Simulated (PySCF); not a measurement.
# triplet CF2: levels of theory compared

Wanted: a comparison of 6 runs (UHF/STO-3G, U-r2SCAN/def2-TZVPPD, U-wB97X/def2-TZVPPD, UB2PLYP/def2-TZVPPD, UBLYP/def2-TZVPPD, UTPSS/def2-TZVPPD) of triplet CF2. The job is set up through a Python script.

The calculation is run with PySCF 2.14.0.

1 further run of the same task is left out (set aside as unsound or not needed).

## (1) The system as given

The species is CF2 (3 atoms), meant as a triplet with charge 0. As SMILES of the parent species, `F[C]F`. The shape is that of a GFN2-xTB optimisation. That shape belongs to the parent species and isn't relaxed for this state.

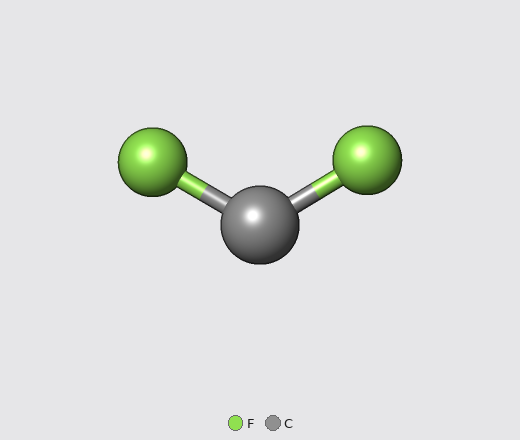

The structure, seen from a chosen angle (fluorine green, carbon grey).

## (2) The energy at UHF/STO-3G (run 1)

calc.py reads:

```python
from pyscf import gto

mol = gto.Mole()
mol.atom = [
    ('F', (0.396940, 1.032800, 0.332770)),
    ('C', (0.326820, -0.272180, 0.149730)),
    ('F', (-0.723760, -0.760620, -0.482500)),
]
mol.verbose = 3
mol.basis = 'sto-3g'
mol.max_memory = 1860
mol.spin = 2
mol.build()

calc0 = mol.UHF()
calc0.conv_tol = 1e-10
calc0.kernel()
if not calc0.converged:
    calc0 = calc0.newton().run(calc0.mo_coeff, calc0.mo_occ)

energy = calc0.e_tot
print(f'total energy: {energy:.8f} hartree')
```

Launch:

```
$ OMP_NUM_THREADS=1 python calc.py
```

What it wrote:

```text
WARN: HOMO 0.0968498314324669 >= LUMO -0.191836827807747

converged SCF energy = -233.36528776943  <S^2> = 2.0059148  2S+1 = 3.0039406
total energy: -233.36528777 hartree
```

Run time: 1.1 s. Hardware: 1 thread of Arm Neoverse N1, shared host; peak memory 0.12 GiB.

## (3) The energy at U-r2SCAN/def2-TZVPPD (run 2)

mol.xyz reads:

```xyz
3

F      0.396940     1.032800     0.332770
C      0.326820    -0.272180     0.149730
F     -0.723760    -0.760620    -0.482500
```

job.py reads:

```python
from pyscf import gto, dft

mol = gto.M(
    atom='mol.xyz',
    spin=2,
    max_memory=1860,
    verbose=3,
    basis='def2-tzvppd',
)

mf = dft.UKS(mol)
mf.xc = 'r2scan'
mf.conv_tol = 1e-10
mf.grids.level = 5
mf.kernel()
if not mf.converged:
    mf = mf.newton().run(mf.mo_coeff, mf.mo_occ)

e_final = mf.e_tot
print('E(%s) = %.9f' % ('R2SCAN', e_final))
```

Launch:

```
$ OMP_NUM_THREADS=1 python job.py
```

What it wrote:

```text
WARN: HOMO -0.0970752499875154 >= LUMO -0.257093219587876

converged SCF energy = -237.630927461839  <S^2> = 2.0053606  2S+1 = 3.0035716
E(R2SCAN) = -237.630927462
```

Run time: 80 s. Hardware: 1 thread of Arm Neoverse N1, shared host; peak memory 0.69 GiB.

Runs 3 to 4 aren't shown in full; the table further down has their settings and results.

## (4) A single-point energy at UBLYP/def2-TZVPPD (run 5)

run.py reads:

```python
from pyscf import gto, dft

mol = gto.Mole()
mol.atom = [
    ('F', (0.396940, 1.032800, 0.332770)),
    ('C', (0.326820, -0.272180, 0.149730)),
    ('F', (-0.723760, -0.760620, -0.482500)),
]
mol.verbose = 3
mol.basis = 'def2-tzvppd'
mol.max_memory = 1860
mol.spin = 2
mol.build()

mf = dft.UKS(mol, xc='blyp')
mf.grids.level = 5
mf.conv_tol = 1e-10
mf.kernel()
if not mf.converged:
    mf = mf.newton().run(mf.mo_coeff, mf.mo_occ)

e_tot = mf.e_tot
print('E = %.10f Eh' % e_tot)
```

Launch:

```
$ OMP_NUM_THREADS=1 python run.py
```

What it wrote:

```text
WARN: HOMO -0.097353597633326 >= LUMO -0.244337586319734

WARN: HOMO -0.189602499581508 >= LUMO -0.237343903935002

WARN: HOMO -0.164326136188379 >= LUMO -0.209972203653319

WARN: HOMO -0.157244013611937 >= LUMO -0.200408371615552

WARN: HOMO -0.162840387809531 >= LUMO -0.202938084225625

WARN: HOMO -0.161443072656031 >= LUMO -0.201098679326837

WARN: HOMO -0.161631480887113 >= LUMO -0.20118523507902

WARN: HOMO -0.161674325257863 >= LUMO -0.201203323523654

WARN: HOMO -0.161676965988239 >= LUMO -0.201189404511499

WARN: HOMO -0.161673886350815 >= LUMO -0.201186343406082

WARN: HOMO -0.161674316707952 >= LUMO -0.201187407338175

WARN: HOMO -0.16167434102816 >= LUMO -0.201187461587342

converged SCF energy = -237.705694382448  <S^2> = 2.0028368  2S+1 = 3.0018906
E = -237.7056943824 Eh
```

Run time: 33 s. Hardware: 1 thread of Arm Neoverse N1, shared host; peak memory 0.62 GiB.

## (5) A single-point energy at UTPSS/def2-TZVPPD (run 6)

start.xyz reads:

```xyz
3
CF2
F      0.396940     1.032800     0.332770
C      0.326820    -0.272180     0.149730
F     -0.723760    -0.760620    -0.482500
```

run.py reads:

```python
from pyscf import gto, dft

molecule = gto.M(
    atom='start.xyz',
    charge=0,
    spin=2,
    max_memory=1860,
    verbose=3,
    basis='def2-tzvppd',
)

mf = dft.UKS(molecule)
mf.xc = 'tpss'
mf.conv_tol = 1e-10
mf.grids.level = 5
mf.kernel()
if not mf.converged:
    mf = mf.newton().run(mf.mo_coeff, mf.mo_occ)

e_final = mf.e_tot
print('Final energy', e_final)
```

Launch:

```
$ OMP_NUM_THREADS=1 python run.py
```

What it wrote:

```text
WARN: HOMO -0.10010621573733 >= LUMO -0.252707705738686

WARN: HOMO -0.196697798230392 >= LUMO -0.224475850853167

WARN: HOMO -0.175103031562404 >= LUMO -0.197380302525026

WARN: HOMO -0.169070966227778 >= LUMO -0.185199524193266

WARN: HOMO -0.174819646846235 >= LUMO -0.186815190499445

WARN: HOMO -0.173687538241051 >= LUMO -0.185090218336718

WARN: HOMO -0.173915899273961 >= LUMO -0.18526964773416

WARN: HOMO -0.173943685761248 >= LUMO -0.185288750613239

WARN: HOMO -0.1739357960939 >= LUMO -0.185273014004757

WARN: HOMO -0.173932317704292 >= LUMO -0.185268224061463

WARN: HOMO -0.173932920310801 >= LUMO -0.185268986899125

WARN: HOMO -0.173932890839318 >= LUMO -0.185268918681022

converged SCF energy = -237.749685222773  <S^2> = 2.0037679  2S+1 = 3.0025109
Final energy -237.74968522277334
```

Run time: 82 s. Hardware: 1 thread of Arm Neoverse N1, shared host; peak memory 0.69 GiB.

## (6) All runs side by side

```tsv
run	level	integration grid	frozen core orbitals	energy (Eh)	dipole moment (D)	HOMO energy (eV)	LUMO energy (eV)	wall time
1	UHF/STO-3G	–	–	-233.365288	0.54	-7.57	6.29	1.1 s
2	U-r2SCAN/def2-TZVPPD	5	–	-237.630927	0.39	-5.06	-4.27	80 s
3	U-wB97X/def2-TZVPPD	5	–	-237.668563	0.39	-8.74	-2.11	54 s
4	UB2PLYP/def2-TZVPPD	5	3	-237.588234	0.60	-8.15	-2.44	38 s
5	UBLYP/def2-TZVPPD	5	–	-237.705694	0.22	-4.40	–	33 s
6	UTPSS/def2-TZVPPD	5	–	-237.749685	0.28	-4.73	–	82 s
```

## (7) Summary of results

| quantity | value |
| --- | --- |
| run 6: total energy | -237.74969 Eh |
| run 6: dipole moment | 0.28 D |
| run 6: HOMO energy (highest over α and β) | -4.73 eV |
| run 6: ⟨S²⟩ | 2.004 |

In words: The dipole moment (its size) runs from 0.22 D (UBLYP/def2-TZVPPD) to 0.60 D (UB2PLYP/def2-TZVPPD). A double hybrid's value is that of its SCF part. Totals of different functionals can't be ranked against each other. In run 1 the basis is minimal, so the values are rough. All runs together took 4.8 min, the longest 82 s.
